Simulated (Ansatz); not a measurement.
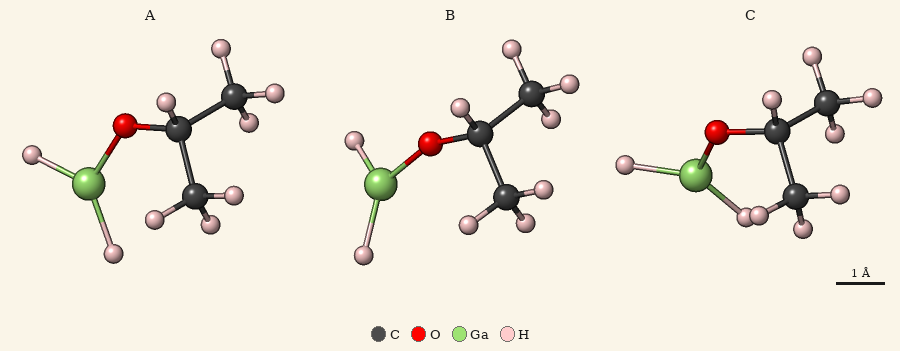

3 geometries from one relaxation of C₃H₉GaO, in shuffled order. Style: ball-and-stick. Shown from a free direction.

The start comes from GFN2-xTB.

Computed with RKS PBE0-D4/def2-TZVP in Ansatz. (force threshold 0.005 eV/Å; at most 150 steps)

Q: Order the frames from highest to lowest energy.

A: B, A, C. They are steps 0, 22, 35, at +6.63 kcal/mol, +0.60 kcal/mol relative to the last. An H atom moves most after the best rigid fit: 2.14 Å. By element the largest moves are H 2.14 Å, O 0.55 Å, Ga 0.37 Å, C 0.27 Å. Some distances before and after: Ga–O 1.698 → 1.785 Å, Ga–H 1.537 → 1.557 Å, Ga–H 1.554 → 1.564 Å, C–C 1.526 → 1.518 Å. Among the angles between lasting bonds that change: C–O–Ga 158.1° → 126.6°, O–Ga–H 123.8° → 120.0°, H–Ga–H 125.5° → 128.0°. Groups turn about C–O by about 55°, Ga–O by about 25°. Over 32 accepted moves (35 points after the start) the energy falls by 6.63 kcal/mol. Largest force component: 1.8 eV/Å at the start, 0.0029 eV/Å at the end. The line search rejected the trial steps at points 5, 19, 34 of the run. The forces were under the threshold at step 10, but the run went on from there. The run took 6.4 min on 4 threads of Intel Xeon @ 2.50GHz, on a shared host.
